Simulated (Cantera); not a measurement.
Charge: 1 mol trisilylamine, 0.13 mol NH₃, 41 mol N₂, held at 0.128 Torr.

Cantera equilibrium calculation (NASA polynomials, part measured and part estimated; ideal gas, pure solids and liquids). Candidate condensed phases: Si, Si₃N₄; 18 gas species. The feed counts by its element totals alone. The tables' values for SiN are old estimates; treat these amounts as uncertain. Rates play no part.

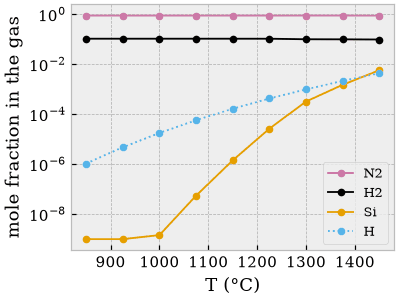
Figure. Equilibrium gas composition (values under 1e-9 drawn at 1e-9)

### Question
Read off the mole fractions at 1225 °C.

### Answer
N₂ about 0.89, H₂ about 0.11, H about 0.00043, Si about 2.6e-5.
